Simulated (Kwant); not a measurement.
System: quantum point contact (saddle potential) in a Si two-dimensional gas. Effective mass 0.19 mₑ, grid spacing 10 nm, hard walls, nominal width 200 nm (19 grid rows, so walls 200 nm apart), one parabolic valley, scattering region 600 nm long along x; energies count from the band bottom; Fermi energy swept from 2.4739e-05 to 0.0006136 eV. Potential (V0 + ½k y²) cos²(πx/L) for |x| < L/2, with V0 = 0.00024 eV, k = 5.2e-07 eV/nm², L = 500 nm.

The device is made up for the run: typed textbook-type constants, with dimensions and the other settings drawn at random.

Kwant, effective-mass tight-binding model on a square grid, one spin, coherent transport at 0 K. Conductance is in e²/h.

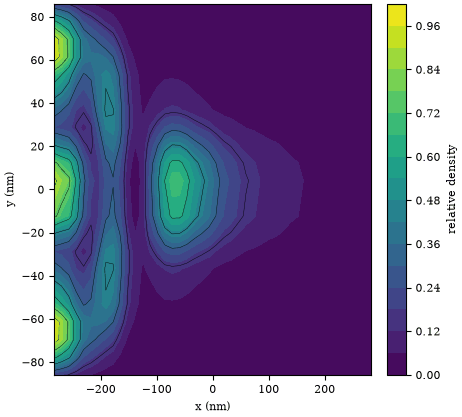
Fig. 1. Density of the scattering states that come in from the left lead, at energy = 0.00046852 eV, in bins, relative to the largest site value

The conductance there is 0.54 e²/h with 3 open channel(s) in the leads.
